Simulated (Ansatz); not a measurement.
## GeH$_{2}$OF$_{2}$: molecular dynamics (part 3 of 3)

The same run, continued: GeH$_{2}$OF$_{2}$; RKS PBE0-D4/def2-SVP (Ansatz 0.2.0). It belongs to a series of runs on one base structure; here: dynamics from the last frame of an earlier run.

Geometry of the input (Å):
```
Ge 0.0879  -0.0603  0.0223
F  0.1122  0.0629  1.7439
H  1.5192  0.1011  -0.5261
F  -0.9319  1.2121  -0.5273
O  -0.6699  -1.5582  -0.4305
H  -1.4817  -1.7643  0.0558
```

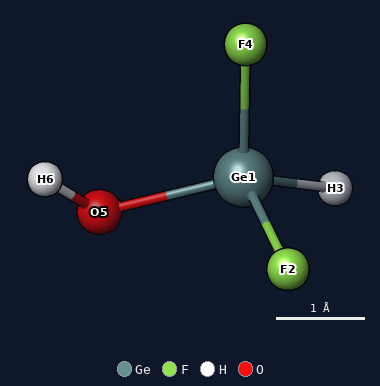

**Figure 1.** The geometry at step 73 of the log (ball-and-stick view, seen at a tilt; atoms are numbered from 1 in the order of the input).

**Trajectory as extended XYZ, continued**
```
6
Properties=species:S:1:pos:R:3:forces:R:3 step=46 time_fs=46.0 energy=-64006.70183 temperature=268.6
Ge    0.0817   -0.0763    0.0251    0.0204   0.2192   0.0050
F     0.1281    0.1275    1.7404   -0.1073  -0.1742  -0.0758
H     1.4996    0.0995   -0.5097   -0.1602  -0.1754  -0.0206
F    -0.9281    1.2246   -0.4912   -0.0528  -0.0349  -0.0308
O    -0.6556   -1.5815   -0.4536    0.2627  -0.0761  -0.0048
H    -1.6123   -1.6908   -0.4158    0.0373   0.2414   0.1271
6
Properties=species:S:1:pos:R:3:forces:R:3 step=48 time_fs=48.0 energy=-64006.68456 temperature=239.6
Ge    0.0837   -0.0758    0.0257   -0.3926   0.1177  -0.1362
F     0.1227    0.1272    1.7366   -0.0119  -0.1374   0.0146
H     1.4630    0.0549   -0.5724    0.1766  -0.0593   0.0032
F    -0.9291    1.2247   -0.4879   -0.0296  -0.0169  -0.0145
O    -0.6536   -1.5803   -0.4498   -1.0090  -0.3280  -0.0148
H    -1.6350   -1.7000   -0.4420    1.2665   0.4239   0.1478
6
Properties=species:S:1:pos:R:3:forces:R:3 step=49 time_fs=49.0 energy=-64006.68467 temperature=238.7
Ge    0.0847   -0.0755    0.0260   -0.5296   0.0622  -0.2249
F     0.1199    0.1269    1.7347    0.0325  -0.1209   0.0587
H     1.4464    0.0315   -0.6038    0.2928  -0.0065   0.0266
F    -0.9296    1.2247   -0.4863   -0.0168  -0.0116  -0.0069
O    -0.6533   -1.5800   -0.4480   -0.8254  -0.3156  -0.0252
H    -1.6299   -1.6988   -0.4531    1.0465   0.3923   0.1716
6
Properties=species:S:1:pos:R:3:forces:R:3 step=51 time_fs=51.0 energy=-64006.67470 temperature=217.5
Ge    0.0864   -0.0749    0.0264   -0.5779  -0.0485  -0.4762
F     0.1145    0.1261    1.7310    0.1121  -0.0920   0.1435
H     1.4222   -0.0150   -0.6653    0.3301   0.0864   0.1470
F    -0.9306    1.2247   -0.4831    0.0093  -0.0069   0.0044
O    -0.6540   -1.5799   -0.4443    0.8686  -0.0786   0.0286
H    -1.5970   -1.6862   -0.4704   -0.7422   0.1397   0.1526
6
Properties=species:S:1:pos:R:3:forces:R:3 step=52 time_fs=52.0 energy=-64006.65208 temperature=177.3
Ge    0.0871   -0.0746    0.0265   -0.5015  -0.0907  -0.6295
F     0.1118    0.1257    1.7293    0.1469  -0.0775   0.1864
H     1.4148   -0.0372   -0.6943    0.2627   0.1305   0.2442
F    -0.9311    1.2247   -0.4815    0.0211  -0.0037   0.0070
O    -0.6538   -1.5799   -0.4425    1.4964  -0.0076   0.0698
H    -1.5862   -1.6772   -0.4767   -1.4257   0.0490   0.1222
6
Properties=species:S:1:pos:R:3:forces:R:3 step=54 time_fs=54.0 energy=-64006.64264 temperature=154.7
Ge    0.0884   -0.0740    0.0265   -0.2674  -0.1321  -0.9199
F     0.1068    0.1247    1.7261    0.2058  -0.0448   0.2736
H     1.4069   -0.0775   -0.7443    0.0716   0.2200   0.4568
F    -0.9322    1.2248   -0.4783    0.0383   0.0106   0.0045
O    -0.6509   -1.5800   -0.4387    0.2616  -0.1913   0.0238
H    -1.6038   -1.6577   -0.4858   -0.3099   0.1375   0.1612
6
Properties=species:S:1:pos:R:3:forces:R:3 step=55 time_fs=55.0 energy=-64006.62576 temperature=123.5
Ge    0.0890   -0.0737    0.0263   -0.1614  -0.1427  -1.0286
F     0.1044    0.1242    1.7247    0.2289  -0.0289   0.3126
H     1.4044   -0.0947   -0.7632   -0.0047   0.2628   0.5426
F    -0.9326    1.2248   -0.4767    0.0440   0.0186  -0.0002
O    -0.6489   -1.5802   -0.4367   -0.7682  -0.3025  -0.0373
H    -1.6214   -1.6463   -0.4882    0.6614   0.1927   0.2108
6
Properties=species:S:1:pos:R:3:forces:R:3 step=57 time_fs=57.0 energy=-64006.59672 temperature=70.2
Ge    0.0901   -0.0733    0.0255   -0.0458  -0.1782  -1.1279
F     0.1001    0.1231    1.7224    0.2598  -0.0067   0.3653
H     1.3988   -0.1211   -0.7849   -0.0463   0.3336   0.6205
F    -0.9335    1.2248   -0.4735    0.0512   0.0256  -0.0146
O    -0.6467   -1.5812   -0.4329   -1.4047  -0.3088  -0.0723
H    -1.6324   -1.6181   -0.4868    1.1858   0.1345   0.2291
6
Properties=species:S:1:pos:R:3:forces:R:3 step=58 time_fs=58.0 energy=-64006.60534 temperature=84.1
Ge    0.0907   -0.0731    0.0249   -0.0451  -0.2038  -1.1092
F     0.0981    0.1225    1.7215    0.2676  -0.0013   0.3760
H     1.3954   -0.1297   -0.7870   -0.0022   0.3578   0.6039
F    -0.9339    1.2249   -0.4719    0.0528   0.0235  -0.0241
O    -0.6468   -1.5820   -0.4311   -0.8615  -0.2289  -0.0302
H    -1.6207   -1.6017   -0.4827    0.5884   0.0527   0.1835
6
Properties=species:S:1:pos:R:3:forces:R:3 step=60 time_fs=60.0 energy=-64006.60134 temperature=78.5
Ge    0.0918   -0.0728    0.0232   -0.1467  -0.2394  -0.9352
F     0.0945    0.1214    1.7204    0.2698   0.0019   0.3702
H     1.3893   -0.1365   -0.7742    0.1966   0.3786   0.4705
F    -0.9347    1.2250   -0.4688    0.0512   0.0135  -0.0474
O    -0.6481   -1.5839   -0.4274    0.8761  -0.0957   0.0792
H    -1.5898   -1.5683   -0.4700   -1.2470  -0.0589   0.0627
6
Properties=species:S:1:pos:R:3:forces:R:3 step=61 time_fs=61.0 energy=-64006.60501 temperature=86.3
Ge    0.0923   -0.0727    0.0222   -0.2299  -0.2371  -0.7958
F     0.0929    0.1208    1.7201    0.2653   0.0025   0.3582
H     1.3885   -0.1345   -0.7607    0.3233   0.3756   0.3724
F    -0.9350    1.2251   -0.4672    0.0477   0.0100  -0.0617
O    -0.6482   -1.5849   -0.4256    0.9580  -0.0715   0.0779
H    -1.5882   -1.5522   -0.4625   -1.3644  -0.0796   0.0490
6
Properties=species:S:1:pos:R:3:forces:R:3 step=63 time_fs=63.0 energy=-64006.63637 temperature=143.3
Ge    0.0932   -0.0725    0.0198   -0.3588  -0.2020  -0.4977
F     0.0902    0.1197    1.7200    0.2463   0.0021   0.3205
H     1.3973   -0.1198   -0.7240    0.5071   0.3480   0.1927
F    -0.9356    1.2253   -0.4643    0.0364   0.0087  -0.0950
O    -0.6471   -1.5871   -0.4217   -0.7714   0.0333  -0.0063
H    -1.6172   -1.5227   -0.4458    0.3404  -0.1901   0.0858
6
Properties=species:S:1:pos:R:3:forces:R:3 step=64 time_fs=64.0 energy=-64006.63768 temperature=148.5
Ge    0.0936   -0.0725    0.0185   -0.3501  -0.1824  -0.3757
F     0.0890    0.1191    1.7202    0.2318  -0.0017   0.2933
H     1.4086   -0.1073   -0.7024    0.5091   0.3251   0.1420
F    -0.9358    1.2254   -0.4628    0.0301   0.0075  -0.1135
O    -0.6470   -1.5882   -0.4197   -1.4683   0.1111  -0.0295
H    -1.6316   -1.5104   -0.4363    1.0474  -0.2596   0.0835
6
Properties=species:S:1:pos:R:3:forces:R:3 step=66 time_fs=66.0 energy=-64006.67098 temperature=211.3
Ge    0.0942   -0.0725    0.0158   -0.1185  -0.1488  -0.2143
F     0.0869    0.1180    1.7211    0.1935  -0.0201   0.2210
H     1.4452   -0.0734   -0.6554    0.2803   0.2580   0.1351
F    -0.9363    1.2256   -0.4602    0.0187  -0.0021  -0.1526
O    -0.6495   -1.5902   -0.4159   -1.2090   0.2126  -0.0251
H    -1.6285   -1.4936   -0.4152    0.8351  -0.2996   0.0360
6
Properties=species:S:1:pos:R:3:forces:R:3 step=67 time_fs=67.0 energy=-64006.69104 temperature=247.8
Ge    0.0945   -0.0726    0.0144    0.0751  -0.1268  -0.1550
F     0.0861    0.1175    1.7217    0.1705  -0.0340   0.1779
H     1.4682   -0.0525   -0.6300    0.0816   0.2111   0.1564
F    -0.9365    1.2257   -0.4590    0.0137  -0.0101  -0.1724
O    -0.6519   -1.5910   -0.4140   -0.3207   0.2059  -0.0260
H    -1.6132   -1.4895   -0.4040   -0.0201  -0.2461   0.0191
6
Properties=species:S:1:pos:R:3:forces:R:3 step=69 time_fs=69.0 energy=-64006.68471 temperature=240.2
Ge    0.0952   -0.0727    0.0116    0.4487  -0.0504  -0.0051
F     0.0846    0.1162    1.7231    0.1206  -0.0641   0.0894
H     1.5146   -0.0053   -0.5746   -0.3244   0.0938   0.1703
F    -0.9369    1.2259   -0.4568    0.0041  -0.0237  -0.2111
O    -0.6568   -1.5922   -0.4103    1.1967   0.1601  -0.0800
H    -1.5922   -1.4876   -0.3810   -1.4457  -0.1158   0.0364
6
Properties=species:S:1:pos:R:3:forces:R:3 step=70 time_fs=70.0 energy=-64006.69199 temperature=252.0
Ge    0.0956   -0.0728    0.0101    0.5650   0.0045   0.1037
F     0.0839    0.1156    1.7239    0.0950  -0.0776   0.0489
H     1.5340    0.0200   -0.5444   -0.4713   0.0300   0.1426
F    -0.9372    1.2259   -0.4559   -0.0013  -0.0260  -0.2293
O    -0.6583   -1.5927   -0.4085    0.8448   0.2082  -0.0965
H    -1.6003   -1.4885   -0.3690   -1.0321  -0.1390   0.0305
6
Properties=species:S:1:pos:R:3:forces:R:3 step=72 time_fs=72.0 energy=-64006.68578 temperature=239.9
Ge    0.0966   -0.0730    0.0073    0.5830   0.1201   0.3896
F     0.0828    0.1142    1.7256    0.0431  -0.1028  -0.0223
H     1.5586    0.0707   -0.4805   -0.5685  -0.0884   0.0088
F    -0.9376    1.2260   -0.4544   -0.0117  -0.0261  -0.2623
O    -0.6603   -1.5932   -0.4050   -0.8525   0.3374  -0.0585
H    -1.6370   -1.4950   -0.3445    0.8066  -0.2402  -0.0553
6
Properties=species:S:1:pos:R:3:forces:R:3 step=73 time_fs=73.0 energy=-64006.67003 temperature=211.5
Ge    0.0972   -0.0730    0.0060    0.4851   0.1652   0.5546
F     0.0822    0.1134    1.7264    0.0169  -0.1164  -0.0543
H     1.5627    0.0951   -0.4480   -0.5108  -0.1360  -0.0899
F    -0.9378    1.2261   -0.4538   -0.0154  -0.0284  -0.2765
O    -0.6619   -1.5932   -0.4034   -1.2154   0.3488  -0.0440
H    -1.6479   -1.5015   -0.3329    1.2396  -0.2332  -0.0899
6
Properties=species:S:1:pos:R:3:forces:R:3 step=75 time_fs=75.0 energy=-64006.66673 temperature=201.5
Ge    0.0987   -0.0731    0.0035    0.1176   0.2064   0.8864
F     0.0812    0.1116    1.7280   -0.0340  -0.1464  -0.1115
H     1.5576    0.1397   -0.3868   -0.2181  -0.1973  -0.3163
F    -0.9383    1.2261   -0.4532   -0.0185  -0.0417  -0.2994
O    -0.6671   -1.5925   -0.4001   -0.2983   0.2847  -0.1179
H    -1.6355   -1.5207   -0.3121    0.4513  -0.1056  -0.0413
6
Properties=species:S:1:pos:R:3:forces:R:3 step=76 time_fs=76.0 energy=-64006.65231 temperature=173.6
Ge    0.0994   -0.0731    0.0025   -0.1167   0.2061   1.0355
F     0.0806    0.1107    1.7287   -0.0566  -0.1611  -0.1353
H     1.5511    0.1592   -0.3601   -0.0225  -0.2112  -0.4259
F    -0.9385    1.2261   -0.4530   -0.0179  -0.0506  -0.3078
O    -0.6701   -1.5919   -0.3986    0.7335   0.2414  -0.2181
H    -1.6196   -1.5322   -0.3026   -0.5198  -0.0246   0.0516
6
Properties=species:S:1:pos:R:3:forces:R:3 step=78 time_fs=78.0 energy=-64006.60911 temperature=94.0
Ge    0.1009   -0.0729    0.0008   -0.5344   0.2075   1.2610
F     0.0794    0.1084    1.7299   -0.0886  -0.1813  -0.1685
H     1.5391    0.1922   -0.3199    0.3070  -0.2233  -0.5887
F    -0.9390    1.2260   -0.4533   -0.0149  -0.0615  -0.3176
O    -0.6744   -1.5903   -0.3960    1.5712   0.2101  -0.3469
H    -1.6101   -1.5554   -0.2811   -1.2403   0.0485   0.1607
6
Properties=species:S:1:pos:R:3:forces:R:3 step=79 time_fs=79.0 energy=-64006.60826 temperature=89.2
Ge    0.1015   -0.0728    0.0002   -0.6472   0.2286   1.3261
F     0.0787    0.1072    1.7304   -0.0959  -0.1851  -0.1783
H     1.5369    0.2055   -0.3080    0.3731  -0.2342  -0.6271
F    -0.9393    1.2259   -0.4537   -0.0128  -0.0615  -0.3186
O    -0.6752   -1.5892   -0.3950    0.8232   0.1923  -0.2809
H    -1.6233   -1.5664   -0.2681   -0.4404   0.0599   0.0788
6
Properties=species:S:1:pos:R:3:forces:R:3 step=81 time_fs=81.0 energy=-64006.58662 temperature=50.3
Ge    0.1025   -0.0726   -0.0004   -0.6021   0.3150   1.3495
F     0.0773    0.1044    1.7310   -0.0913  -0.1826  -0.1936
H     1.5430    0.2252   -0.3021    0.2407  -0.2881  -0.6101
F    -0.9399    1.2256   -0.4549   -0.0045  -0.0586  -0.3121
O    -0.6758   -1.5869   -0.3935   -0.7210   0.0857  -0.0925
H    -1.6529   -1.5864   -0.2411    1.1781   0.1286  -0.1411
6
Properties=species:S:1:pos:R:3:forces:R:3 step=82 time_fs=82.0 energy=-64006.58616 temperature=49.8
Ge    0.1028   -0.0724   -0.0005   -0.4758   0.3634   1.3113
F     0.0764    0.1029    1.7312   -0.0804  -0.1783  -0.2017
H     1.5499    0.2310   -0.3080    0.0767  -0.3272  -0.5633
F    -0.9401    1.2254   -0.4557    0.0030  -0.0593  -0.3046
O    -0.6765   -1.5856   -0.3928   -0.7972   0.0419  -0.0771
H    -1.6539   -1.5947   -0.2292    1.2737   0.1594  -0.1647
6
Properties=species:S:1:pos:R:3:forces:R:3 step=84 time_fs=84.0 energy=-64006.61494 temperature=101.4
Ge    0.1034   -0.0718   -0.0001   -0.1811   0.4274   1.1608
F     0.0747    0.0996    1.7313   -0.0459  -0.1646  -0.2148
H     1.5644    0.2330   -0.3355   -0.2776  -0.3942  -0.4280
F    -0.9407    1.2249   -0.4579    0.0234  -0.0659  -0.2809
O    -0.6792   -1.5830   -0.3917    0.5813   0.0595  -0.3044
H    -1.6238   -1.6068   -0.2094   -0.1001   0.1378   0.0672
6
Properties=species:S:1:pos:R:3:forces:R:3 step=85 time_fs=85.0 energy=-64006.61466 temperature=103.5
Ge    0.1036   -0.0714    0.0003   -0.0735   0.4379   1.0632
F     0.0738    0.0978    1.7311   -0.0237  -0.1537  -0.2150
H     1.5684    0.2284   -0.3557   -0.4060  -0.4079  -0.3535
F    -0.9410    1.2246   -0.4592    0.0345  -0.0684  -0.2651
O    -0.6803   -1.5817   -0.3913    1.4930   0.0981  -0.4870
H    -1.6058   -1.6107   -0.1993   -1.0243   0.0941   0.2573
6
Properties=species:S:1:pos:R:3:forces:R:3 step=87 time_fs=87.0 energy=-64006.64677 temperature=164.4
Ge    0.1041   -0.0705    0.0016   -0.0192   0.4263   0.8594
F     0.0720    0.0940    1.7306    0.0273  -0.1195  -0.1910
H     1.5641    0.2077   -0.4056   -0.4789  -0.3769  -0.2201
F    -0.9414    1.2239   -0.4621    0.0536  -0.0611  -0.2260
O    -0.6795   -1.5788   -0.3916    1.2094   0.0512  -0.4572
H    -1.6024   -1.6161   -0.1709   -0.7921   0.0800   0.2349
6
Properties=species:S:1:pos:R:3:forces:R:3 step=88 time_fs=88.0 energy=-64006.67047 temperature=208.6
Ge    0.1043   -0.0700    0.0024   -0.0772   0.4035   0.7621
F     0.0711    0.0920    1.7301    0.0551  -0.0971  -0.1674
H     1.5551    0.1918   -0.4340   -0.4183  -0.3337  -0.1697
F    -0.9416    1.2235   -0.4638    0.0614  -0.0517  -0.2034
O    -0.6779   -1.5773   -0.3922    0.2009  -0.0396  -0.2249
H    -1.6146   -1.6177   -0.1528    0.1781   0.1186   0.0033
6
Properties=species:S:1:pos:R:3:forces:R:3 step=90 time_fs=90.0 energy=-64006.68546 temperature=241.3
Ge    0.1047   -0.0687    0.0044   -0.3101   0.3132   0.5749
F     0.0694    0.0878    1.7290    0.1121  -0.0495  -0.1084
H     1.5262    0.1509   -0.4954   -0.1555  -0.2135  -0.1089
F    -0.9419    1.2226   -0.4674    0.0764  -0.0313  -0.1532
O    -0.6748   -1.5744   -0.3936   -0.9897  -0.1609   0.1152
H    -1.6265   -1.6172   -0.1186    1.2668   0.1420  -0.3196
6
Properties=species:S:1:pos:R:3:forces:R:3 step=91 time_fs=91.0 energy=-64006.70307 temperature=273.8
Ge    0.1049   -0.0681    0.0055   -0.4397   0.2497   0.4757
F     0.0686    0.0857    1.7283    0.1402  -0.0266  -0.0763
H     1.5088    0.1271   -0.5277    0.0022  -0.1476  -0.0911
F    -0.9420    1.2222   -0.4694    0.0845  -0.0227  -0.1265
O    -0.6740   -1.5731   -0.3942   -0.7937  -0.1482   0.0909
H    -1.6157   -1.6149   -0.1056    1.0065   0.0955  -0.2727
6
Properties=species:S:1:pos:R:3:forces:R:3 step=93 time_fs=93.0 energy=-64006.71605 temperature=297.4
Ge    0.1050   -0.0666    0.0078   -0.5894   0.1212   0.2300
F     0.0672    0.0815    1.7269    0.1934   0.0165  -0.0068
H     1.4754    0.0759   -0.5948    0.2315  -0.0269  -0.0360
F    -0.9421    1.2212   -0.4734    0.1009  -0.0056  -0.0722
O    -0.6735   -1.5707   -0.3954    0.7622  -0.0251  -0.3530
H    -1.5724   -1.6084   -0.0854   -0.6985  -0.0800   0.2380
6
Properties=species:S:1:pos:R:3:forces:R:3 step=94 time_fs=94.0 energy=-64006.70190 temperature=273.4
Ge    0.1049   -0.0659    0.0090   -0.5744   0.0699   0.0721
F     0.0667    0.0794    1.7262    0.2178   0.0384   0.0332
H     1.4616    0.0496   -0.6291    0.2624   0.0256   0.0218
F    -0.9420    1.2208   -0.4755    0.1082   0.0069  -0.0458
O    -0.6728   -1.5696   -0.3963    1.2788   0.0106  -0.5307
H    -1.5561   -1.6058   -0.0734   -1.2929  -0.1513   0.4494
6
Properties=species:S:1:pos:R:3:forces:R:3 step=96 time_fs=96.0 energy=-64006.69983 temperature=265.0
Ge    0.1046   -0.0643    0.0115   -0.3867  -0.0073  -0.3058
F     0.0660    0.0752    1.7248    0.2612   0.0849   0.1260
H     1.4412   -0.0018   -0.6961    0.1605   0.1232   0.2101
F    -0.9418    1.2198   -0.4798    0.1190   0.0446   0.0027
O    -0.6693   -1.5673   -0.3989    0.0837  -0.0934  -0.0850
H    -1.5587   -1.6052   -0.0370   -0.2376  -0.1519   0.0519
6
Properties=species:S:1:pos:R:3:forces:R:3 step=97 time_fs=97.0 energy=-64006.68109 temperature=230.1
Ge    0.1043   -0.0636    0.0127   -0.2563  -0.0458  -0.5073
F     0.0659    0.0732    1.7242    0.2790   0.1073   0.1742
H     1.4337   -0.0259   -0.7272    0.0667   0.1713   0.3242
F    -0.9415    1.2194   -0.4819    0.1228   0.0662   0.0239
O    -0.6672   -1.5662   -0.4003   -0.8331  -0.1807   0.2986
H    -1.5674   -1.6072   -0.0165    0.6209  -0.1183  -0.3137
6
Properties=species:S:1:pos:R:3:forces:R:3 step=99 time_fs=99.0 energy=-64006.63588 temperature=145.5
Ge    0.1037   -0.0620    0.0148   -0.0363  -0.1455  -0.8716
F     0.0660    0.0693    1.7233    0.3044   0.1434   0.2580
H     1.4197   -0.0688   -0.7788   -0.0870   0.2651   0.5240
F    -0.9409    1.2186   -0.4861    0.1281   0.1041   0.0597
O    -0.6648   -1.5644   -0.4026   -1.3631  -0.2562   0.5843
H    -1.5625   -1.6143    0.0132    1.0538  -0.1110  -0.5544
6
Properties=species:S:1:pos:R:3:forces:R:3 step=100 time_fs=100.0 energy=-64006.63100 temperature=133.7
Ge    0.1034   -0.0613    0.0157    0.0192  -0.2053  -1.0083
F     0.0663    0.0675    1.7231    0.3118   0.1560   0.2895
H     1.4117   -0.0867   -0.7976   -0.1118   0.3075   0.5849
F    -0.9405    1.2183   -0.4881    0.1294   0.1188   0.0742
O    -0.6649   -1.5637   -0.4032   -0.8646  -0.2162   0.3911
H    -1.5447   -1.6195    0.0202    0.5160  -0.1607  -0.3314
```
